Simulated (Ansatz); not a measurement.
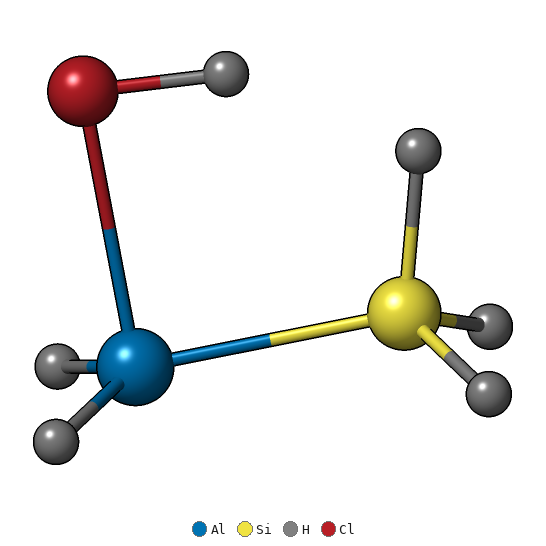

Harmonic vibrations computed with RKS PBE0-D4/def2-TZVP (Ansatz 0.2.0) at a stationary point of the same level.

Q: Minimum or transition state?

A: A minimum: no imaginary frequency, and the lowest mode lies at 29 cm⁻¹.

Q: How many vibrational modes are there, and where do they lie?

A: 21 modes: 29, 110, 183, 302, 351, 374, 387, 415, 487, 523, 624, 751, 900, 925, 949, 1910, 1919, 2056, 2202, 2210, 2759 cm⁻¹.
